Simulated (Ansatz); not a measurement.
# WS2 monolayer (2H): from the cell to its phonons, part 2 of 3

Wanted: phonon frequencies of WS2 monolayer (2H) and what follows from them.

Ansatz 0.2.0; DFT PBEsol, scalar-relativistic, plane waves, PAW; PAW set soft_1.

So far. Step 2 (Bringing the structure to rest): The program solves this slab on a cell height of its own, 30.0 Å, in place of the one typed.

## (3) Relaxing to small forces for the phonons

Phonons need a cell at rest on their own settings, so the relaxation is repeated with tight tolerances on forces and stress, using the mesh and the filling of the phonon run that follows.

input.yaml

```yaml
crystal:
  lattice:
    - [3.1459702862, 0.0, 0.0]
    - [-1.5729851431, 2.7244901874, 0.0]
    - [0.0, 0.0, 30.0]
  atoms:
    - { symbol: W, position: [0.3333333333, 0.6666666667, 0.3333333333] }
    - { symbol: S, position: [0.6666666667, 0.3333333333, 0.3855624293] }
    - { symbol: S, position: [0.6666666667, 0.3333333333, 0.2811042374] }
  periodic: [true, true, false]
kpoints:
  mp_grid: { grid: [12, 12, 1] }
hamiltonian:
  xc: pbesol
  pseudopotentials: { kind: paw, azcp: { folder: soft_1 }, xc_functional: pbe }
scf:
  occupations: { method: fixed }
output:
  forces: true
  stress: true
  eigenvalues: true
  write_density: true
  write_potential: true
  elf: true
  volumetric_format: npy
relax:
  adjacent_minimum: "off"
  f_tol: 0.001
  max_steps: 60
  cell: { stress_2d_tol: 0.002 }
```

Launch:

```bash
$ ansatz run input.yaml --threads 4 --pin off --max-ram 16384MiB --backend cpu --events-out ev --progress --plain --runs-dir out
```

Numbers of over 12 decimals in the logs are rounded to 6 here.

The program printed:

```text
[...]
Crystal: 3 atoms, lattice volume = 257.135 Å³
Basis set: ecut = 420 eV, 4961 PW (Γ), exchange–correlation on 48×48×432 points (8 copies of the dense FFT grid, shifted against one another)
Bands: 17, of which v1, the nominal top of the filled ones, is band 13 counted from 1 (12 counted from 0)
Symmetry: 12 space group operations
[...]
--- Relaxed structure (3 steps of the walk, 3 accepted, 1 SCFs on fresh bases) ---
[...]
cell:  # Å, volume = 257.1148 Å³
    - [3.145847, 0.0, 0.0]
    - [-1.572923, 2.724383, 0.0]
    - [0.0, 0.0, 30.0]
  atoms:
    - { symbol: W, position: [0.333333, 0.666667, 0.333333] }
    - { symbol: S, position: [0.666667, 0.333333, 0.385562] }
    - { symbol: S, position: [0.666667, 0.333333, 0.281105] }
[key lines of the parts left out:]
SCF converged after 11 iterations
Free energy (F): -12030.069990 eV
Fermi energy:    -5.738568 eV
P = ½ c Tr σ = 0.0000 N/m
```

Run time: 13 s. Hardware: 4 threads of Arm Neoverse V1, shared host; peak memory 0.53 GiB.

Little changed from the start: no atom moved by 0.005 Å and no cell edge by 0.1 %.

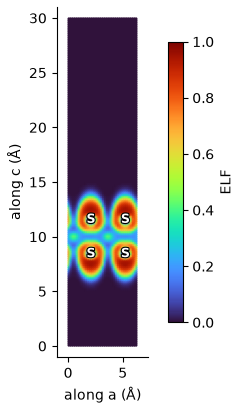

ELF in the ac plane at fractional y = 0.333, with atoms of S within 0.2 Å of it. It is the smooth field of the valence electrons, not physical close to the nuclei.

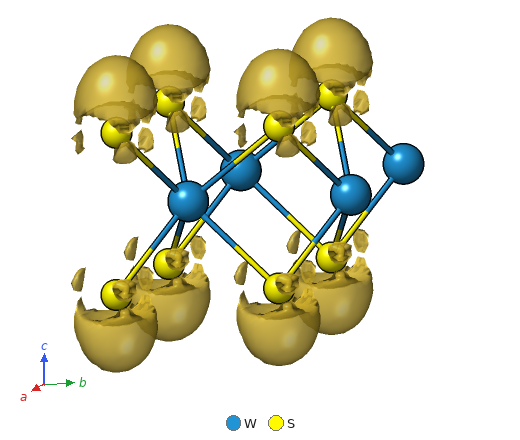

Surface of ELF = 0.85. 2×2×1 cells are drawn.

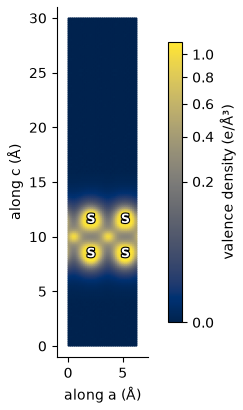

Valence density in the ac plane at fractional y = 0.333, with atoms of S within 0.2 Å of it. It is the smooth field of the valence electrons, not physical close to the nuclei. The colour scale is stretched toward low values.

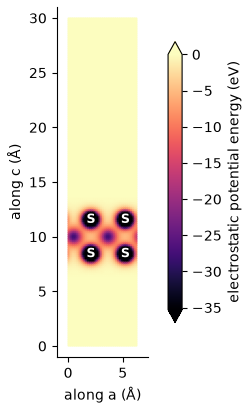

Electrostatic potential energy in the ac plane at fractional y = 0.333, with atoms of S within 0.2 Å of it. With pseudopotentials it is smooth inside the atoms' cores, unlike the true potential.

The largest force component left is 0.059 meV/Å, within the tolerances set.

## (4) Modes at Γ

The zone centre comes first: it holds the modes that light can see, as far as symmetry allows. The response to a homogeneous field gives the Born charges and the dielectric tensor, and its change with displacement the Raman tensors.

input.yaml, the sections that differ from step 3:

```yaml
crystal:
  lattice:
    - [3.1458467139, 0.0, 0.0]
    - [-1.572923357, 2.7243831707, 0.0]
    - [0.0, 0.0, 30.0]
  atoms:
    - { symbol: W, position: [0.3333333333, 0.6666666667, 0.3333333333] }
    - { symbol: S, position: [0.6666666667, 0.3333333333, 0.3855621554] }
    - { symbol: S, position: [0.6666666667, 0.3333333333, 0.2811045113] }
  periodic: [true, true, false]
output:
  eigenvalues: true
phonons:
  method: dfpt
  dielectric: true
  raman: true
# kpoints, hamiltonian, scf: as in step 3
# relax: removed
```

The program printed:

```text
Warning: phonons.dielectric: true without phonons.rigid_motions: the static dielectric tensor ε⁰ will be withheld (ε∞, Z* and the rows of modes are given); for a crystal or a slab, whose only rigid motions are the translations, set phonons.rigid_motions: translations
[...]
Crystal: 3 atoms, lattice volume = 257.115 Å³
Basis set: ecut = 420 eV, 4961 PW (Γ), exchange–correlation on 48×48×432 points (8 copies of the dense FFT grid, shifted against one another)
Bands: 17, of which v1, the nominal top of the filled ones, is band 13 counted from 1 (12 counted from 0)
Symmetry: 12 space group operations
k-points: 43 of 144 (irreducible under 2 space group operations, time reversal used)
[...]
SCF iter   1: F=—  HF=-12030.505338 eV  |F-HF|=—  |Δ(HF+E_count)|=         —  Δρ=2.05e-2  dr2=1.27e0  ethr=3.10e-3  ⟨swp⟩=7.6  Hψ=5333  notcnv=0  defer=68
[...]
SCF iter  10: F=-12030.069990 eV  HF=-12030.069990 eV  |F-HF|=7.28e-12  |Δ(HF+E_count)|=  1.95e-10  Δρ=5.63e-8  dr2=6.53e-12  ethr=1.00e-12  ⟨swp⟩=23.3  Hψ=9682  notcnv=0
SCF 1 converged in 10 iterations: F = -12030.069990 eV  dr2 = 6.53e-12
[...]
DFPT response loops at Γ: preconditioner auto → none (the input reference at scf.mixing.eps_inf says where Resta's filter doesn't serve); β = 0.50; Broyden in place of MSR1
── the response to a field inside a basis, on 18×18×2 k-points: an SCF that follows is theirs, and a resumed run solves both again ──
Bands: 14, of which v1, the nominal top of the filled ones, is band 13 counted from 1 (12 counted from 0)
k-points: 90
[...]
Eigensolver: Dense (90 Hₖ)
SCF iter   1: F=—  HF=-12030.064810 eV  |F-HF|=—  |Δ(HF+E_count)|=         —  Δρ=7.45e-5  dr2=2.93e-6  ethr=1.00e-1
[...]
SCF iter   6: F=-12030.064812 eV  HF=-12030.064812 eV  |F-HF|=3.64e-12  |Δ(HF+E_count)|=  1.16e-10  Δρ=5.29e-8  dr2=4.31e-12  ethr=1.28e-12
SCF 1 converged in 6 iterations: F = -12030.064812 eV  dr2 = 4.31e-12
[...]
SCF converged after 10 iterations
Free energy (F): -12030.069990 eV
[...]
Internal energy: -12030.069990 eV  (E = F + TS)
E sigma→0 (E₀):  -12030.069990 eV
Fermi energy:    -5.738570 eV
[...]
--- Band table (eV; the first three rows and the last of 43) ---
  k-point 0: bands = [... 9 lower, -7.9207, -7.3086, -7.3086, -5.8639, -2.7482, -2.7482, -2.5709, -2.5709]
  k-point 1: bands = [... 9 lower, -8.3144, -7.4980, -7.1240, -5.9129, -2.8838, -2.8591, -2.6816, -2.5243]
  k-point 2: bands = [... 9 lower, -8.1450, -7.9376, -7.1265, -6.1594, -3.3429, -2.9193, -2.8542, -2.0140]
  k-point 42: bands = [... 9 lower, -9.3551, -9.1162, -7.6562, -6.3483, -3.2456, -2.3021, -2.2781, -0.4687]
--- Phonons (Γ-DFPT): 4 representative perturbations + reference, on 43 of 144 k-points (Σ response iterations 19) ---
  k mesh reduced under 2 symmetry operations, with k and −k counted as one. Each operation leaves every solved perturbation unchanged. A smaller set is not considered because the run solves the response to a homogeneous field
  ASR residual: 6.224e-5 → 0.000e0 eV/Å²; symmetrization residual: 1.749e-5 eV/Å²
  ASR residual per site (eV/Å²): 6.22e-5 4.09e-5 4.09e-5
  Γ frequencies (cm⁻¹): 0.00 0.00 0.00 295.32 295.32 355.58 355.58 416.22 437.89
  ε∞ (high-frequency dielectric tensor):
        3.583707     0.000000     0.000000
        0.000000     3.583707     0.000000
        0.000000     0.000000     1.170098
  α∞ (the layer's polarisability for a field applied outside it; Å, Gaussian; ε∞ is over the cell's 30.000 Å):
        6.168146     0.000000     0.000000
        0.000000     6.168146     0.000000
        0.000000     0.000000     0.406078
  ε⁰ (static dielectric tensor): not given — the deck does not say what the cell's rigid motions are, and on a molecule in a box or a wire the rigid rotations would enter the sum over the modes at Γ. For a crystal or a slab, whose only rigid motions are the translations, set phonons.rigid_motions: translations.
  Born effective charges Z* (e; rows j = field, columns β = displacement):
    site 0:
        -0.63809   -0.00000    0.00000
        -0.00000   -0.63809    0.00000
         0.00000    0.00000   -0.06029
    site 1:
         0.31904    0.00000    0.00000
         0.00000    0.31904   -0.00000
        -0.00000   -0.00000    0.03015
    site 2:
         0.31904    0.00000   -0.00000
         0.00000    0.31904    0.00000
         0.00000    0.00000    0.03015
  Z* charge neutrality: 1.132e-3 e pre-enforcement
  solved inside a basis spanned on kpoints, on 18×18×2 k-points transformed towards the longest dipole: ε∞ is read to err by 1.1e-2, Z* by 1.5e-2 e (field_mesh: kpoints solves on kpoints); Z* is corrected for what the basis lacks
  Raman tensors (in the event stream and the table raman_tensors.tsv): an entry may err by 2.7e-2 Å², one of the second-order susceptibility by 6.9e-3 pm/V (basis, points and sum rule); their sum over the sites missed zero by 3.487e-4 Å² ahead of its enforcement
  optical modes at Γ without the LO–TO term, one row a degenerate level:
      ω (cm⁻¹)  modes    IR ((D/Å)²/amu)  static Raman (Å⁴/amu)  depolarisation
        295.32      2             0.0000                 0.0118           0.750
        355.58      2             0.3952               275.8757           0.750
        416.22      1             0.0000                57.5577           0.093
        437.89      1             0.0018                 0.0000               —
```

The job ended after 4.6 min (4 threads; peak memory 2 GiB).

The column dr2 measures how far the density is from self-consistency, as an energy; F and HF (Harris–Foulkes) agree once it is small.

This step gave:

- sum-rule residual before enforcement: 6.22e-5 eV/Å²
- miss of the charge sum rule: 0.001132 e
- estimated error of the dielectric tensor: 0.01147
- estimated error of the Born charges: 0.01546 e
- point group: -6m2
- highest optical mode at the zone centre (no LO-TO term): 437.9 cm⁻¹
- lowest optical zone-centre mode: 295.3 cm⁻¹
- largest Born charge (third of the trace): -0.4455 e

Without the LO-TO term. Patterns of degenerate modes are one choice out of their space. The modes at Γ (shares of kinetic energy by element, %):

```tsv
mode	frequency (cm⁻¹)	symmetry	W %	S %
1	0.0	acoustic	74	26
2	0.0	acoustic	74	26
3	0.0	acoustic	74	26
4	295.3	E''	0	100
5	295.3	E''	0	100
6	355.6	E'	26	74
7	355.6	E'	26	74
8	416.2	A1'	0	100
9	437.9	A2''	26	74
```

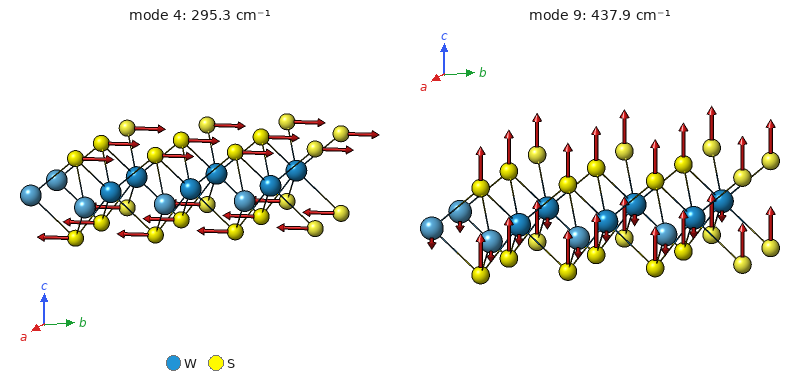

Displacement patterns of modes 4 and 9 at Γ; arrows are exaggerated. 2×3×1 cells are drawn. Some periodic images of atoms are drawn too.

High-frequency dielectric tensor, averaged over the cell of height 30.0 Å or as lengthened by the program, vacuum included. Tensor:

```tsv
	x	y	z
x	3.584	0	0
y	0	3.584	0
z	0	0	1.17
```

Born charge (rows field, columns displacement) (e), principal values of the symmetric part by kind of site:

```tsv
atom	atoms with these values	low	middle	high	mean
W1	1	-0.6381	-0.6381	-0.0603	-0.4455
S2	2	0.0301	0.3190	0.3190	0.2227
```

In full for W1:

```
-0.6381  0.0000  0.0000
 0.0000 -0.6381  0.0000
 0.0000  0.0000 -0.0603
```

Transverse modes. Lines of the infrared spectrum (strongest = 100):

```tsv
position (cm⁻¹)	label	relative intensity
295	E''	0.0
356	E'	100
416	A1'	0.0
438	A2''	0.5
```

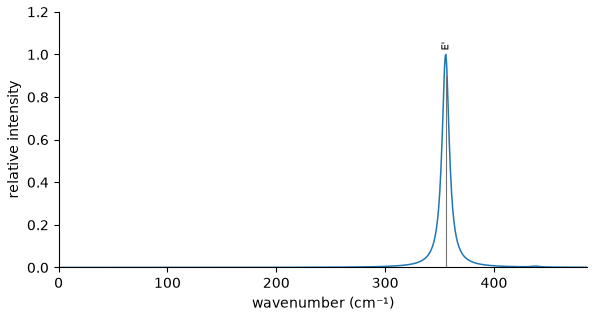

The infrared spectrum, broadened with Lorentzians of width 8 cm⁻¹; bars mark the lines.

Activity x (w_L - w)^4 (n + 1)/w, 532 nm, 300 K; the tensors are static ones, while 532 nm light lies above the computed direct gap, where resonance would change the heights. Raman lines, with heights relative to the strongest:

```tsv
position (cm⁻¹)	label	relative intensity
295	E''	0.0
356	E'	100
416	A1'	17
438	A2''	0.0
```

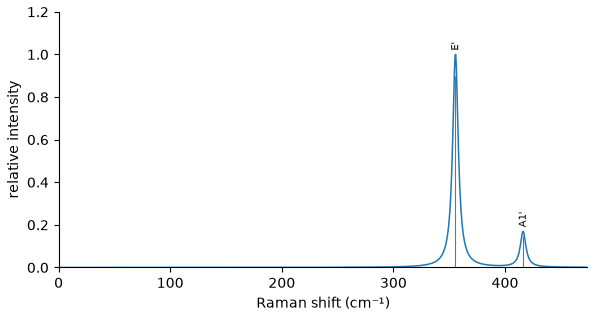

The Raman spectrum, broadened with Lorentzians of width 6 cm⁻¹; bars mark the lines.

Before it was imposed, the acoustic sum rule was missed by 6.2e-5 eV/Å² and the charge sum rule by 0.0011 e. Small misses are needed for a sound result but don't prove that mesh and cutoff are converged. The lowest optical mode is real, 295 cm⁻¹.

## (5) Phonons on a q mesh

Stability and thermal properties need the whole zone. Linear response on a 6×6×1 q mesh gives force constants as far as a supercell of that size would, and the tensors from the zone-centre run are typed in so that the long-range dipole term is interpolated apart.

input.yaml, the sections that differ from step 4:

```yaml
phonons:
  method: dfpt
  qmesh: [6, 6, 1]
  temperatures: { t_max: 1000, t_step: 50 }
  qpath:
    path:
      - [0.0, 0.0, 0.0]
      - [0.5, 0.0, 0.0]
      - [0.33333333, 0.33333333, 0.0]
      - [0.0, 0.0, 0.0]
    npoints: 10
  isolated: true
  non_analytic_term:
    high_frequency_dielectric_tensor: [[3.5837, 0.0, 0.0], [0.0, 3.5837, 0.0], [0.0, 0.0, 1.1701]]
    born_effective_charges:
      - { species: W, tensor: [[-0.6381, 0.0, 0.0], [0.0, -0.6381, 0.0], [0.0, 0.0, -0.0603]] }
      - { species: S, tensor: [[0.319, 0.0, 0.0], [0.0, 0.319, 0.0], [0.0, 0.0, 0.0301]] }
      - { species: S, tensor: [[0.319, 0.0, 0.0], [0.0, 0.319, 0.0], [0.0, 0.0, 0.0301]] }
    source: "zone-centre run at this cell"
# crystal, kpoints, hamiltonian, scf, output: as in step 4
```

The program printed:

```text
Warning: phonons: the dynamical matrix that this run interpolates holds no multipole term above the dipole-dipole one, and a site of this crystal is no centre of inversion, so its interpolated transverse optical and acoustic branches and sound speeds can stay off near Gamma, and the density of states and the thermodynamics with them. What a run solves at a wave vector of phonons.qpoints, Gamma apart, where the deck admits one, is free of this, and under fd what a larger phonons.supercell samples
[...]
Crystal: 3 atoms, lattice volume = 257.115 Å³
Basis set: ecut = 420 eV, 4961 PW (Γ), exchange–correlation on 48×48×432 points (8 copies of the dense FFT grid, shifted against one another)
Bands: 17, of which v1, the nominal top of the filled ones, is band 13 counted from 1 (12 counted from 0)
Symmetry: 12 space group operations
k-points: 19 of 144 (time reversal used)
[...]
SCF iter   1: F=—  HF=-12030.505422 eV  |F-HF|=—  |Δ(HF+E_count)|=         —  Δρ=2.05e-2  dr2=1.27e0  ethr=3.10e-3  ⟨swp⟩=7.7  Hψ=2356  notcnv=0  defer=29
[...]
SCF iter  10: F=-12030.069990 eV  HF=-12030.069990 eV  |F-HF|=1.27e-11  |Δ(HF+E_count)|=  4.15e-10  Δρ=4.57e-8  dr2=4.86e-12  ethr=1.00e-12  ⟨swp⟩=19.7  Hψ=4293  notcnv=0
SCF 1 converged in 10 iterations: F = -12030.069990 eV  dr2 = 4.86e-12
[...]
NSCF: frozen V_eff on 19 k-points
[...]
DFPT response loops at q = (0, 0, 0) (fractional): preconditioner auto → none (the input reference at scf.mixing.eps_inf says where Resta's filter doesn't serve); β = 0.50; Broyden in place of MSR1
[...]
SCF converged after 10 iterations
Free energy (F): -12030.069990 eV
[...]
Internal energy: -12030.069990 eV  (E = F + TS)
E sigma→0 (E₀):  -12030.069990 eV
Fermi energy:    -5.738570 eV
[...]
--- Band table (eV; the first three rows and the last of 19) ---
  k-point 0: bands = [... 9 lower, -7.9207, -7.3086, -7.3086, -5.8639, -2.7482, -2.7482, -2.5709, -2.5709]
  k-point 1: bands = [... 9 lower, -8.3144, -7.4980, -7.1240, -5.9129, -2.8838, -2.8591, -2.6816, -2.5243]
  k-point 2: bands = [... 9 lower, -8.1450, -7.9376, -7.1265, -6.1594, -3.3429, -2.9193, -2.8542, -2.0140]
  k-point 18: bands = [... 9 lower, -9.6374, -9.0471, -8.1388, -5.7386, -3.8016, -2.4333, -1.5714, 0.0307]
--- Phonons (Γ-DFPT): 4 representative perturbations + reference (Σ response iterations 17) ---
  ASR residual: 1.591e-5 → 0.000e0 eV/Å²; symmetrization residual: 3.828e-6 eV/Å²
  ASR residual per site (eV/Å²): 1.59e-5 1.11e-5 1.11e-5
  Γ frequencies (cm⁻¹): 0.00 0.00 0.00 295.32 295.32 355.58 355.58 416.22 437.89
--- Phonons (arbitrary-q DFPT): 7 irreducible q on the 6×6×1 mesh ---
  q = [0.0000, 0.0000, 0.0000] (star 1, of the zone-centre solve; hermiticity 2.28e-7, symmetrization 1.55e-11): -0.00 0.00 0.00 295.32 295.32 355.58 355.58 416.22 437.89
  q = [0.0000, 0.1667, 0.0000] (star 6, 6 solved perturbations on 78 of 144 k-point pairs; hermiticity 4.24e-7, symmetrization 7.11e-11): 39.18 69.46 106.33 303.27 316.85 352.34 354.57 412.31 417.12
[...]
q = [0.1667, 0.1667, 0.0000] (star 6, 4 solved perturbations in 444 linear systems a pass and spin channel, the states on 144 of 144 k-point pairs; hermiticity 3.10e-7, symmetrization 7.20e-11): 89.55 118.46 149.01 316.03 339.44 348.49 354.79 386.55 407.49
[...]
sum rule: each row above includes the acoustic sum rule's correction from the zone centre's row sums; it moved no ω² by more than (0.31 cm⁻¹)²
  mesh force constants: q→R imaginary residual 7.78e-19; ASR residual 1.591e-5 → 0.000e0 eV/Å²; symmetrization residual 2.132e-14 eV/Å²
  interpolated dispersion: 31 rows × 9 modes
  density of states and harmonic sums: on the 24×24×1 q-mesh, interpolated from the force constants of a 6×6×1 supercell (with the dipole–dipole term of supplied tensors)
  largest difference from the sums on the solved wave vectors: F 2.72e-2 eV, S 3.39e-5 and C_V 6.73e-6 eV/K
  zero-point energy: 0.156702 eV/cell   skipped modes (ω ≤ 0): 3   left out of the sums: 5.79e-4 of the cell's modes: C_V's classical limit lies that fraction below 3 k_B per atom; for a crystal, a wire or a layer, F and S can be off by more, and a phonons.interpolated_qmesh denser along its periods is the remedy for the sampling
```

It took 6.7 min on 4 threads; peak memory 1.7 GiB.

Numbers from this step:

- sum-rule residual before enforcement: 1.59e-5 eV/Å²
- lowest frequency on the path: 0 cm⁻¹
- highest frequency on the path or at a solved wavevector: 437.9 cm⁻¹
- mean frequency: 281 cm⁻¹
- lowest mode on the q mesh (acoustic modes at Γ apart): 39.18 cm⁻¹
- zero-point energy per atom: 52.23 meV
- heat capacity at 300 K: 21.09 J/(mol atoms K)
- vibrational entropy at 300 K: 22.99 J/(mol atoms K)
- edges of the widest gap between branches, on path and mesh: 183.6, 295.3 cm⁻¹

Frequencies (cm⁻¹) solved at each irreducible wavevector; negative means imaginary. Frequencies by wavevector, by row:

```tsv
q in reciprocal lattice units	star	mode 1	mode 2	mode 3	mode 4	mode 5	mode 6	mode 7	mode 8	mode 9
0 0 0	1	0	0	0	295.3	295.3	355.6	355.6	416.2	437.9
0 0.1667 0	6	39.2	69.5	106.3	303.3	316.9	352.3	354.6	412.3	417.1
0 0.3333 0	6	108.7	116.2	165.2	315.6	345.3	347.4	358.8	376.5	407.5
0 -0.5 0	3	130.1	141.7	177.6	320.6	342.4	347.1	366.4	368.7	404.8
0.1667 0.1667 0	6	89.5	118.5	149	316	339.4	348.5	354.8	386.6	407.5
0.1667 0.3333 0	12	136	144.7	170.4	330.5	347.3	347.9	360.4	364.6	400.1
0.3333 0.3333 0	2	143.9	147.1	183.6	337.3	349.2	352	357.1	361.3	392.4
```

Interpolated from a 6×6×1 q mesh, with the LO-TO term (at Γ the limit along the path; where Γ stands inside the path, tables give the limit on arrival). The phonon branches at the labelled points (cm⁻¹):

```tsv
point	branch 1	branch 2	branch 3	branch 4	branch 5	branch 6	branch 7	branch 8	branch 9
Γ	0	0	0	295	295	356	356	416	438
M	130	142	178	321	342	347	366	369	405
K	144	147	184	337	349	352	357	361	392
Γ	0	0	0	295	295	356	356	416	438
```

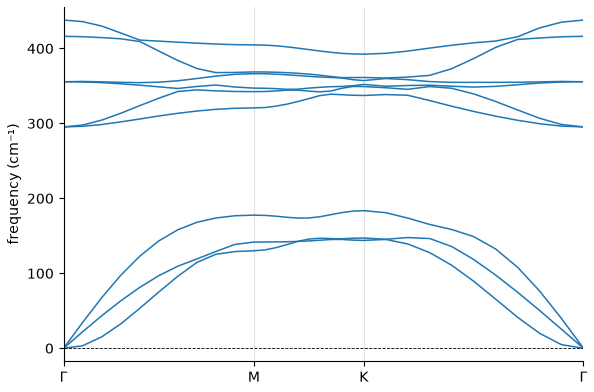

Phonon branches along the path.

[end of part 2 of 3]

[Logs are printed without paths, hosts, clocks, repeated set-up lines and the standing remarks that a program may print on its own settings, such as how far it seeks lower states.]

[Hosts, paths, dates, database ids (printed as entryN), source tags and the programs' standing remarks are cut or masked in the printed files.]
